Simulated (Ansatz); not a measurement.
# MgAl2C2 (P-3m1): G0W0 under other settings

A base run on MgAl2C2 (P-3m1), then changed inputs.

Calculated with Ansatz 0.2.0; G0W0 on r2SCAN, plane waves, PAW.

**1. Set-up**

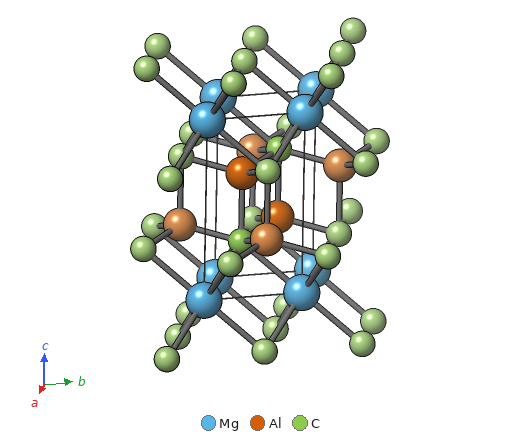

Start, viewed slightly off an axis; magnesium blue, aluminium orange, carbon green. Some periodic images of atoms are drawn too.

Geometry: measured cell, ions relaxed with r2SCAN. The runs that relaxed it are not among those shown. The default PAW set here is soft_2. Its files were made with PBE.

**2. The base run: 6×6×2 mesh, 171 empty bands, screening to 120 eV**

Now the one-shot GW correction: screening in the RPA, then the self-energy of the levels asked for.

File input.yaml:

```yaml
crystal:
  lattice:
    - [3.377, 0.0, 0.0]
    - [-1.6885, 2.9245677886, 0.0]
    - [0.0, 0.0, 5.817]
  atoms:
    - { symbol: Mg, position: [0.0, 0.0, 0.0] }
    - { symbol: Al, position: [0.3333333333, 0.6666666667, 0.3506950892] }
    - { symbol: Al, position: [0.6666666667, 0.3333333333, 0.6493049108] }
    - { symbol: C, position: [0.3333333333, 0.6666666667, 0.7289915423] }
    - { symbol: C, position: [0.6666666667, 0.3333333333, 0.2710084577] }
kpoints:
  mp_grid: { grid: [6, 6, 2] }
hamiltonian:
  xc: r2scan
scf:
  occupations: { method: fixed }
gw:
  n_empty_bands: 171
  ecut_chi: 120
  qp_bands: [v2, c2]
  qp_kpoints: band_edges
  screening: { model: contour_deformation }
```

The run is started by

```bash
ansatz run input.yaml --threads 2 --pin off --max-ram 92160MiB --backend cuda --events-out ev --progress --plain --runs-dir out --devices 1 --max-vram 13GiB  # rebuilt from the run's record
```

Numbers of over 12 decimals in the logs are rounded to 6 here.

Log:

```text
GPUs: using 1 of 1 available (devices: 1).
Engine: ansatz 0.2.0, x86_64-unknown-linux-gnu
Pseudopotentials: kind: paw
Pseudopotential: Mg, paw, valence charge 10, recommended cutoff 500 eV (meta_gga), Mg.paw.azcp
Pseudopotential: Al, paw, valence charge 3, recommended cutoff 500 eV (meta_gga), Al.paw.azcp
Pseudopotential: C, paw, valence charge 4, recommended cutoff 500 eV (meta_gga), C.paw.azcp
Functional definition: r2SCAN
  parameter k0 = 0.174
  parameter k1 = 0.065
  parameter a1 = 4.9479
  exchange = r2scan_x(k0 = k0, k1 = k1, a1 = a1)
  correlation = r2scan_c
device memory: the entry about to start is reckoned to put 0.7 GiB on a device that reports 45.5 GiB free (of which the cap on the GPU budget leaves the run 13.0 GiB)
GPU FFT provider: cuFFT
GPU libraries: cuBLAS 13.8.2, cuFFT 12.4.0, cuSOLVER 12.3.4
Crystal: 5 atoms, lattice volume = 57.450 Å³
Basis set: ecut = 500 eV, 1485 PW (Γ), exchange–correlation on 100×100×180 points (64 copies of the dense FFT grid, shifted against one another)
Bands: 17, of which v1, the nominal top of the filled ones, is band 12 counted from 1 (11 counted from 0)
Symmetry: 12 space group operations
Space group: P-3m1 (ITA 164), of the structure as read, at distance tolerance 3.9e-5 Å
k-points: 14 of 72
Non-local potential: Mg, projectors of the file, l = 0: 3, l = 1: 2, l = 2: 1
Non-local potential: Al, projectors of the file, l = 0: 2, l = 1: 2, l = 2: 1
Non-local potential: C, projectors of the file, l = 0: 2, l = 1: 2, l = 2: 1
PAW form: soft (Blöchl's): semilocal exchange-correlation on the pseudo side does not see the compensation charge
PAW frozen core: Mg, regenerated for the run's functional (the file was generated under x = pbe(κ = 0.804, μ = 0.219515), c = pbe(β = 0.066725))
PAW frozen core: Al, regenerated for the run's functional (the file was generated under x = pbe(κ = 0.804, μ = 0.219515), c = pbe(β = 0.066725))
PAW frozen core: C, regenerated for the run's functional (the file was generated under x = pbe(κ = 0.804, μ = 0.219515), c = pbe(β = 0.066725))
PAW one-centre angular grid: Mg, 302 points (default); XC on 224 Gauss nodes
PAW one-centre angular grid: Al, 302 points (default); XC on 160 Gauss nodes
PAW one-centre angular grid: C, 302 points (default); XC on 239 of its mesh's 2573 points in the sphere
Initial density: superposition of atomic densities (neutral atoms: chi_scale 0, normalization atom), corrected by the library's trained network
Initial wavefunctions: pseudopotential atomic-orbital guess
GPU buffer pool allocated for 28125 grid points (all kernels)
GPU transforms: local potential and band sums: pruned to the plane-wave sphere, on 25×25×45
Functional: x = r2scan, c = r2scan; τ floored in thin density (d = 2e-4 eV/Å³)
[...]
E_vpaw       = -63.163728  (= ΣTr[D̂ρ^β])
  E_aug_tail   = 0.000005  (compensation charges beyond the density's cutoff)
  E_vtau       = 12.046337  (kinetic-family band-sum trace: ∫τ·v_τ [+ j·A + Jᵃ·Aᵃ] dr)
  E_ewald      = -1183.281656
  E_core_change = -0.195972  (= ΣΔE_core)
  E_smearing   = -0.000000  (= −TS)
  E_closure    = 0.000000  (closes the sum)
  Σ components = -3511.510941   (vs F -3511.510941, Δ=0.00e0)
--- Band table (eV; the first three rows and the last of 14) ---
  k-point 0: bands = [... 8 lower, 7.3694, 8.2499, 8.2924, 8.2924, 12.2745, 13.6476, 15.7770, 15.7770, ... 1 higher]
  k-point 1: bands = [... 8 lower, 7.5429, 7.5429, 8.0809, 8.0809, 13.4735, 14.5017, 15.6743, 15.6743, ... 1 higher]
  k-point 2: bands = [... 8 lower, 6.8188, 6.8558, 8.0970, 8.4677, 13.1056, 13.5169, 14.9580, 16.2319, ... 1 higher]
  k-point 13: bands = [... 8 lower, 3.1659, 4.3373, 7.3320, 7.3320, 12.4469, 12.4469, 13.2912, 15.4633, ... 1 higher]
--- G₀W₀: contour deformation, 7 samples at zero and on the imaginary axis and 1 off it, 72 q-points, 171 empty bands' worth ---
  eigenvalues of the whole cell's RPA ε∞ on this k-mesh (on a slab, of 1 + 4πα/V) = 6.5168, 6.5168, 6.8306; static W/v taken at q = 0 is 0.149671
  bands read: the sum over 183 bands ends inside a degenerate multiplet in 1 slot, whose members it reads at an even weight; the widest, k=13: bands 183 to 184 (counted from 1) at 1/2 each
  gw.qp_kpoints: band_edges: 12 of 14 stored k-points solved, in 1 pass; an edge of the gap read off the rows below is read off those points alone
    valence top: of the k-points left out ik 9 came nearest to being solved in a further pass, in band 12 (counted from 1, as in the quasiparticle table): it holds the edge there only if its correction is more favourable than any solved in that band by at least 1.376 eV; those differ by 0.145 eV
    conduction bottom: of the k-points left out ik 10 came nearest to being solved in a further pass, in band 13 (counted from 1, as in the quasiparticle table): it holds the edge there only if its correction is more favourable than any solved in that band by at least 1.327 eV; those differ by 0.263 eV
    ik  band        ε_KS         Σx   Σc(E_QP)       V_xc       Z   E_QP_lin       E_QP  E_QP is
     0    11      8.2924   -17.4267     2.0386   -15.0233  0.7778     7.9264     7.9276  root
     0    12      8.2924   -17.4267     2.0386   -15.0233  0.7778     7.9264     7.9276  root
     0    13     12.2745    -9.0690    -4.2405   -13.5799  0.7893    12.5455    12.5449  root
     0    14     13.6476    -8.1988    -4.4194   -12.8647  0.7897    13.8948    13.8941  root
     1    11      8.0809   -17.3393     2.1114   -14.8418  0.7769     7.6934     7.6949  root
     1    12      8.0809   -17.3393     2.1114   -14.8418  0.7769     7.6934     7.6949  root
     1    13     13.4735    -8.1584    -4.4812   -12.8675  0.7885    13.7019    13.7014  root
     1    14     14.5017    -8.1832    -4.6368   -13.0772  0.7891    14.7597    14.7590  root
[...]
13    11      7.3320   -16.6833     2.0844   -14.1856  0.7731     6.9169     6.9187  root
    13    12      7.3320   -16.6833     2.0844   -14.1856  0.7731     6.9169     6.9187  root
    13    13     12.4469    -6.6874    -4.1490   -10.9726  0.8014    12.5832    12.5830  root
    13    14     12.4469    -6.6874    -4.1490   -10.9726  0.8014    12.5832    12.5830  root
[key lines of the parts left out:]
SCF converged after 7 iterations
Free energy (F): -3511.510941 eV
Fermi energy:    8.467720 eV
```

Elapsed: 15 s, on 1 × NVIDIA H100 80GB HBM3 (shared by 6 runs) with 2 threads of AMD EPYC 7R13 (Zen 3), shared host; peak memory 1.2 GiB.

The column dr2 measures how far the density is from self-consistency, as an energy; F and HF (Harris–Foulkes) agree once it is small.

This step gave:

```yaml
bands_summed: 183
rpa_eps_infinity_on_this_mesh_eigenvalues: 6.517, 6.517, 6.831
plane_waves_in_the_screening_matrix: 149
q_points_in_the_mesh: 72
g0w0_gap_on_the_mesh: 2.741 eV
k_of_the_valence_top: 0, 0.1667, 0
k_of_the_conduction_bottom: 0, -0.5, -0.5
starting_gap_on_the_mesh: 2.276 eV
z_at_the_valence_top: 0.7790
z_at_the_conduction_bottom: 0.8070
least_direct_g0w0_gap_on_the_computed_points: 4.004 eV
```

The gap on the mesh goes from 2.28 eV to 2.74 eV, a correction of +0.46 eV. Between the two edge states, bare exchange in place of the xc potential would open the gap by 5.92 eV, and correlation takes back 5.45 eV.

**3. Variant: wider window of levels**

Changes to input.yaml since step 2:

```diff
@@ -18,6 +18,6 @@
 gw:
-  n_empty_bands: 171
-  ecut_chi: 120
-  qp_bands: [v2, c2]
-  qp_kpoints: band_edges
+  n_empty_bands: 130
+  ecut_chi: 100
+  qp_bands: [v6, c6]
+  qp_kpoints: [[0, 0, 0]]
   screening: { model: contour_deformation }
```

Log:

```text
GPUs: using 1 of 1 available (devices: 1).
[...]
GPU FFT provider: cuFFT
GPU libraries: cuBLAS 13.8.2, cuFFT 12.4.0, cuSOLVER 12.3.4
Crystal: 5 atoms, lattice volume = 57.450 Å³
Basis set: ecut = 500 eV, 1485 PW (Γ), exchange–correlation on 100×100×180 points (64 copies of the dense FFT grid, shifted against one another)
Bands: 17, of which v1, the nominal top of the filled ones, is band 12 counted from 1 (11 counted from 0)
[... 1 set-up line as in the run before ...]
[...]
k-points: 14 of 72
[...]
GPU buffer pool allocated for 28125 grid points (all kernels)
[...]
SCF iter   1: F=—  HF=-3511.374502 eV  |F-HF|=—  |Δ(HF+E_count)|=         —  Δρ=6.82e-3  dr2=1.71e-2  dr2_τ=2.75e-1  ethr=1.77e-3  ⟨swp⟩=4.0  Hψ=1106  notcnv=0  defer=38
[...]
SCF iter   7: F=-3511.510941 eV  HF=-3511.510941 eV  |F-HF|=7.78e-9  |Δ(HF+E_count)|=   4.15e-7  Δρ=8.86e-6  dr2=5.87e-8  dr2_τ=3.23e-9  ethr=4.17e-10  ⟨swp⟩=7.8  Hψ=1027  notcnv=0
SCF 1 converged in 7 iterations: F = -3511.510941 eV  dr2 = 5.87e-8
[...]
NSCF: frozen V_eff on 14 k-points, pencils in batches of 32, up to order 68
[...]
NSCF: frozen V_eff on 14 k-points
G₀W₀ screening: q 1/14
[... further progress lines ...]
SCF converged after 7 iterations
Free energy (F): -3511.510941 eV
[...]
Internal energy: -3511.510941 eV  (E = F + TS)
E sigma→0 (E₀):  -3511.510941 eV
Fermi energy:    8.467720 eV
[...]
--- Band table (eV; the first three rows and the last of 14) ---
  k-point 0: bands = [... 8 lower, 7.3694, 8.2499, 8.2924, 8.2924, 12.2745, 13.6476, 15.7770, 15.7770, ... 1 higher]
  k-point 1: bands = [... 8 lower, 7.5429, 7.5429, 8.0809, 8.0809, 13.4735, 14.5017, 15.6743, 15.6743, ... 1 higher]
  k-point 2: bands = [... 8 lower, 6.8188, 6.8558, 8.0970, 8.4677, 13.1056, 13.5169, 14.9580, 16.2319, ... 1 higher]
  k-point 13: bands = [... 8 lower, 3.1659, 4.3373, 7.3320, 7.3320, 12.4469, 12.4469, 13.2912, 15.4633, ... 1 higher]
[...]
0     7      1.8628   -16.7141     4.1436   -12.1178  0.7062     1.4081     1.4102  root
     0     8      7.3694   -17.5632     2.4098   -14.8352  0.7740     7.0502     7.0512  root
     0     9      7.3694   -17.5632     2.4098   -14.8352  0.7740     7.0502     7.0512  root
     0    10      8.2499   -16.4260     1.8405   -14.2873  0.7794     7.9510     7.9518  root
     0    11      8.2924   -17.4267     2.1404   -15.0233  0.7788     8.0288     8.0294  root
     0    12      8.2924   -17.4267     2.1404   -15.0233  0.7788     8.0288     8.0294  root
     0    13     12.2745    -9.0690    -4.1617   -13.5799  0.7902    12.6249    12.6237  root
     0    14     13.6476    -8.1988    -4.3539   -12.8647  0.7902    13.9606    13.9596  root
     0    15     15.7770    -6.2657    -4.6738   -11.1656  0.7914    16.0033    16.0031  root
     0    16     15.7770    -6.2657    -4.6738   -11.1656  0.7914    16.0033    16.0031  root
     0    17     15.9538    -5.2302    -4.6265    -9.9356  0.7957    16.0328    16.0327  root
     0    18     17.1000    -6.3925    -4.8972   -11.6018  0.7829    17.4133    17.4120  root
```

It took 4.7 s on 1 × NVIDIA H100 80GB HBM3 (shared by 6 runs) with 2 threads; peak memory 1.2 GiB.

Absolute levels on the run's own zero. QP, by row:

| k index | band | KS (eV) | Sigma_x (eV) | Sigma_c (eV) | Vxc (eV) | Z | QP linearised (eV) | QP (eV) | source | doubts |
| --- | --- | --- | --- | --- | --- | --- | --- | --- | --- | --- |
| 0 | 7 | 1.863 | -16.71 | 4.144 | -12.12 | 0.7062 | 1.408 | 1.41 | root |  |
| 0 | 8 | 7.369 | -17.56 | 2.41 | -14.84 | 0.774 | 7.05 | 7.051 | root |  |
| 0 | 9 | 7.369 | -17.56 | 2.41 | -14.84 | 0.774 | 7.05 | 7.051 | root |  |
| 0 | 10 | 8.25 | -16.43 | 1.841 | -14.29 | 0.7794 | 7.951 | 7.952 | root |  |
| 0 | 11 | 8.292 | -17.43 | 2.14 | -15.02 | 0.7788 | 8.029 | 8.029 | root |  |
| 0 | 12 | 8.292 | -17.43 | 2.14 | -15.02 | 0.7788 | 8.029 | 8.029 | root |  |
| 0 | 13 | 12.27 | -9.069 | -4.162 | -13.58 | 0.7902 | 12.62 | 12.62 | root |  |
| 0 | 14 | 13.65 | -8.199 | -4.354 | -12.86 | 0.7902 | 13.96 | 13.96 | root |  |
| 0 | 15 | 15.78 | -6.266 | -4.674 | -11.17 | 0.7914 | 16 | 16 | root |  |
| 0 | 16 | 15.78 | -6.266 | -4.674 | -11.17 | 0.7914 | 16 | 16 | root |  |
| 0 | 17 | 15.95 | -5.23 | -4.627 | -9.936 | 0.7957 | 16.03 | 16.03 | root |  |
| 0 | 18 | 17.1 | -6.393 | -4.897 | -11.6 | 0.7829 | 17.41 | 17.41 | root |  |

Against the base:

| setting | base | variant |
| --- | --- | --- |
| empty bands | 171 | 130 |
| screening cutoff (eV) | 120 | 100 |
| levels asked | v2 to c2 | v6 to c6 |
| points asked | band edges | [[0, 0, 0]] |

**4. Summary of results**

```
base                   : 2.74 eV, 15 s
wider window of levels : direct gap at the listed points 4.59 eV, 4.7 s
```

What this shows: Wider window of levels: only the listed points were computed; the least direct gap there is 4.59 eV, with empty bands, screening cutoff, levels asked and points asked changed against the base. All runs here use a coarse mesh and modest cutoffs; they test settings and are not final values. The 6×6×2 mesh is coarse for this cell (its supercell is 12 Å along the shortest edge). The RPA ε∞ on it, from the r2SCAN start, is 6.52 and 6.83; such meshes misread the long-range screening, most where the gap is narrow.

[Paths, hosts, dates, memory and timing lines, banners, echoed tables and standing remarks are left out of the program output.]

[Logs are printed without paths, hosts, clocks, repeated set-up lines and the standing remarks that a program may print on its own settings, such as how far it seeks lower states.]

[Runs of the session that timed out or met a known fault of the program may be left out.]

[Cells called generated may have been cut or substituted from an entry of the Crystallography Open Database or the Materials Project.]

[Hosts, paths, dates, database ids (printed as entryN), source tags and the programs' standing remarks are cut or masked in the printed files.]
